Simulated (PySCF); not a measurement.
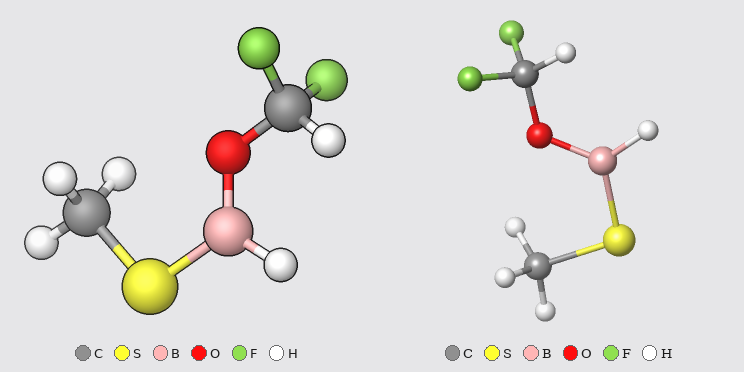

The same structure drawn twice, from different directions.

Question: What is the molecular formula?

Answer: C2H5BF2OS, 12 atoms: 2 carbon, 5 hydrogen, 1 boron, 2 fluorine, 1 oxygen and 1 sulfur.

Question: Describe its rings.

Answer: It has no ring.

The parts below concern this one geometry. Atoms keep their numbers from picture to picture. The computed structure is the end point of a PBE0-D3(BJ)/def2-SVP optimisation. No frequency run is at hand to confirm it as a minimum.

## Shape

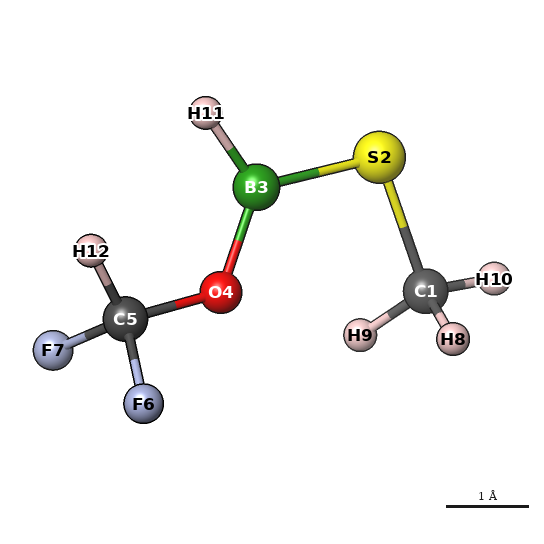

No frequency run is at hand to confirm it as a minimum.

Question: Describe the coordination of atom 1.

Answer: C1 has 4 neighbours (S2 at 1.82, H8 at 1.10, H9 at 1.10, H10 at 1.10 Å); the arrangement is tetrahedral.

Question: What is the geometry at B3?

Answer: B3 has 3 neighbours (S2 at 1.78, O4 at 1.37, H11 at 1.21 Å); the arrangement is trigonal planar.

Question: Describe the coordination of atom 2.

Answer: S2 has 2 neighbours (C1 at 1.82, B3 at 1.78 Å); the arrangement is bent.

Question: Describe the coordination of atom 5.

Answer: C5 has 4 neighbours (O4 at 1.36, F6 at 1.34, F7 at 1.34, H12 at 1.10 Å); the arrangement is tetrahedral.

Question: What is the dihedral angle S2–B3–O4–C5?

Answer: 178° in size, that is anti.

## Dipole moment

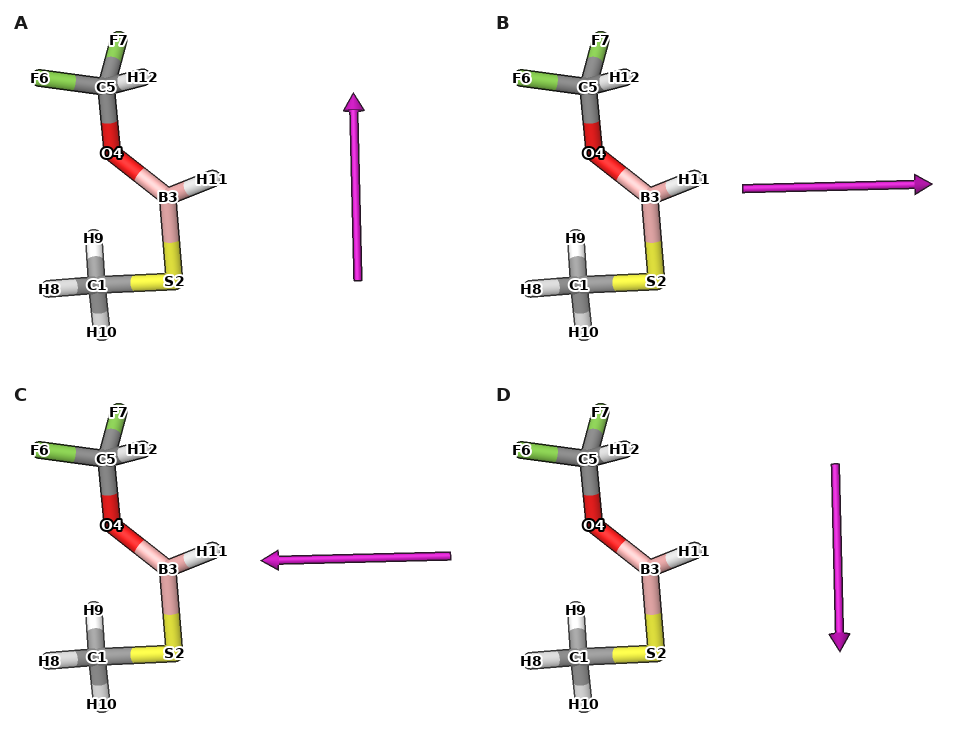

The same molecule four times, each with an arrow. No frequency run is at hand to confirm it as a minimum. Level of theory: B97-D/pcSseg-1, gas phase (PySCF 2.14.0).

Question: Which arrow points along the dipole moment, from the negative to the positive end?

Answer: D. The dipole moment is 0.58 D; it points from the side of F7 to the side of H10 (the outermost atoms at the two ends).

## NMR shielding

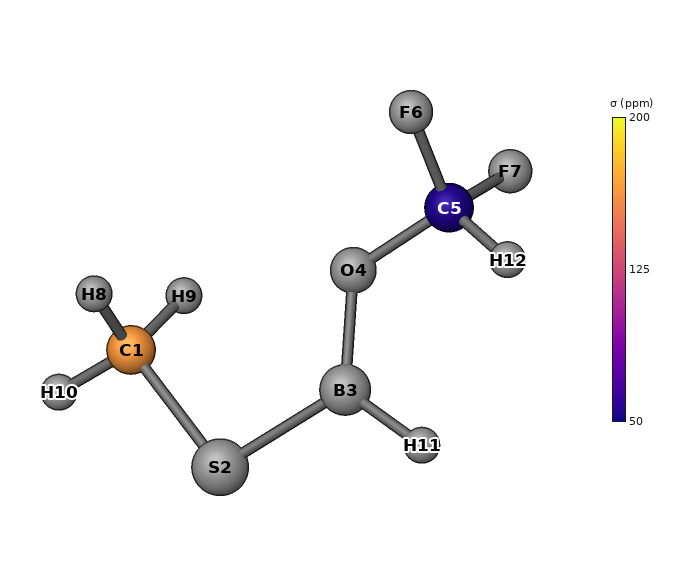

Atoms are coloured by their isotropic NMR shieldings (C only, the others grey). No frequency run is at hand to confirm it as a minimum. Level of theory: GIAO B97-D/pcSseg-1 NMR shielding, non-relativistic, gas phase (PySCF 2.14.0).

List the isotropic NMR shieldings of the C atoms.

```json
{"atom": "C1", "σ (ppm)": "164.1"}
{"atom": "C5", "σ (ppm)": "54.8"}
```

## Charges

The questions are on ESP-fitted charges. No frequency run is at hand to confirm it as a minimum. Method: PBE0/STO-3G, gas phase (PySCF 2.14.0).

Give the ESP-fitted charges atom by atom.

```json
{"atom": "C1", "value (e)": "−0.11"}
{"atom": "S2", "value (e)": "−0.15"}
{"atom": "B3", "value (e)": "0.28"}
{"atom": "O4", "value (e)": "−0.16"}
{"atom": "C5", "value (e)": "0.27"}
{"atom": "F6", "value (e)": "−0.11"}
{"atom": "F7", "value (e)": "−0.10"}
{"atom": "H8", "value (e)": "0.05"}
{"atom": "H9", "value (e)": "0.05"}
{"atom": "H10", "value (e)": "0.08"}
{"atom": "H11", "value (e)": "−0.13"}
{"atom": "H12", "value (e)": "0.04"}
```
